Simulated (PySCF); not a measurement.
# CH₂⁺: relaxation and vibrations of the doublet

The task is one start of a wider search on CH₂⁺: the doublet, from a bent start. It is relaxed, tested by its Hessian and followed downhill if it is a saddle.

The runs use PySCF 2.14.0; PBE0, basis C def2-TZVP, H def2-TZVP, no relativity, density fitting.

## Step 1: The system as given

3 atoms, charge 1, spin multiplicity 2.

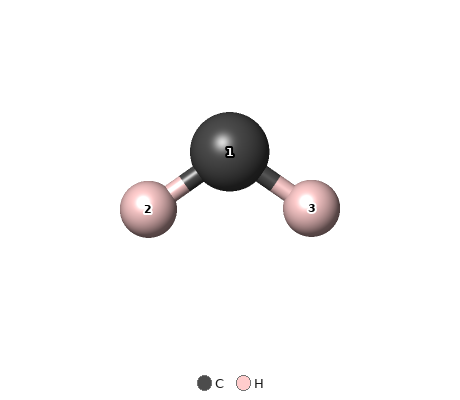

The starting geometry (carbon dark grey, hydrogen pink); atoms are numbered from 1 in the order of the file.

Z-matrix (Å, degrees; charge 1 multiplicity 2):
```
C
H  1 1.0487
H  1 1.0487 2 110.00
```

## Step 2: Finding the electronic state

One driver script runs all steps and calls PySCF; scf.py shows how it sets up the SCF of each step. The optimiser is the driver's own. After this first run the driver tries any further starts and a stability analysis.

Contents of scf.py:

```python
from pyscf import gto, scf, dft
mol = gto.M(atom='''
C      0.000000     0.000000     0.000000
H      0.859000     0.000000     0.601500
H     -0.859000     0.000000     0.601500''',
    basis={'C': 'def2-TZVP', 'H': 'def2-TZVP'},
    charge=1, spin=1)
mf = dft.UKS(mol, xc='PBE0')
mf.grids.atom_grid = (50, 194)
aux = {'C': 'def2-universal-JKFIT', 'H': 'def2-universal-JKFIT'}
mf = mf.density_fit(auxbasis=aux)
mf.conv_tol = 1e-08
mf.diis_space = 10
mf.max_cycle = 60
mf.init_guess = 'minao'
mf.verbose = 4
mf.kernel()
```

Launch:

```bash
OMP_NUM_THREADS=2 python axn.py task.json out
```

Further steps of the session: Relaxation: bent start, doublet; Hessian and properties.

Q: Predict the outcome of this session. Wanted: minimum; geometry; wavenumbers; dipole moment; highest occupied, lowest empty level; polar-tensor charge of C1; zero-point energy; ⟨S²⟩.

As calculated:

```
                                          quantity                           value
                                           minimum                    doublet, C2v
                                          geometry  C–H 1.098 Å (×2); H–C–H 141.1°
                                wavenumbers (cm⁻¹)  930 (a1), 2994 (a1), 3247 (b2)
                    dipole moment (centre of mass)                          0.71 D
highest occupied, lowest empty level (either spin)               -18.44, -13.71 eV
                         polar-tensor charge of C1                         +0.42 e
                                 zero-point energy                     42.9 kJ/mol
                               entropy at 298.15 K                 191.6 J/(mol K)
                                              ⟨S²⟩                           0.753
```

**Reading.** The molecule stays C2v, as typed, and the end point is a minimum. In the infrared the band at 3247 cm⁻¹ (b2, stretch) leads. Most of the spin sits on C1 (Mulliken spin 1.00, against 1 for the whole molecule). Only this shape and spin were tried, so other structures or states may lie lower.
